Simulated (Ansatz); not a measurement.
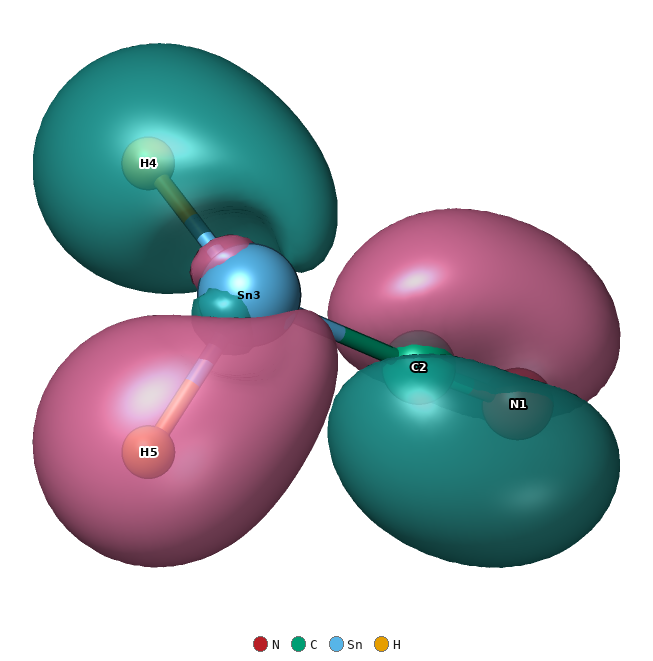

The picture shows: CH₂NSn (SMILES N#[C][SnH2]) (doublet). One frontier orbital at ±0.08 Å⁻³ᐟ² (teal and pink are the two phases), seen at a tilt.

Geometry: PBE0-D4/def2-TZVP; core potentials replace the inner electrons of Sn.

Theory: Ansatz, UKS PBE0-D4/def2-TZVPP.

Input

```
crystal:
  periodic: [false, false, false]
  atoms:
    - {symbol: N, position_ang: [0.833754, -1.535681, 1.665645]}
    - {symbol: C, position_ang: [0.506019, -0.851546, 0.795963]}
    - {symbol: Sn, position_ang: [0.009632, 0.331063, -0.886257]}
    - {symbol: H, position_ang: [-1.648459, 0.038190, -1.184027]}
    - {symbol: H, position_ang: [0.348953, 1.944374, -0.432625]}
basis:
  gaussian: {orbitals: def2-TZVPP}
magnetization: {spin_polarized: true, initial_magnetization: 1}
hamiltonian: {xc: pbe0, dispersion: d4}
output: {orbitals: {seedname: orbitals}}
```

Command:

```sh
ansatz run in.yaml --threads 2 --pin off --events-out ev --progress --plain --max-ram 32768MiB --backend cpu
```

Q: Which orbital is it: HOMO (β) or LUMO (β)?

A: The HOMO (β), at −9.44 eV. It lies mainly on N1 (about 30 %), C2 (about 20 %), Sn3 (about 20 %), H4 (about 15 %) and H5 (about 15 %).
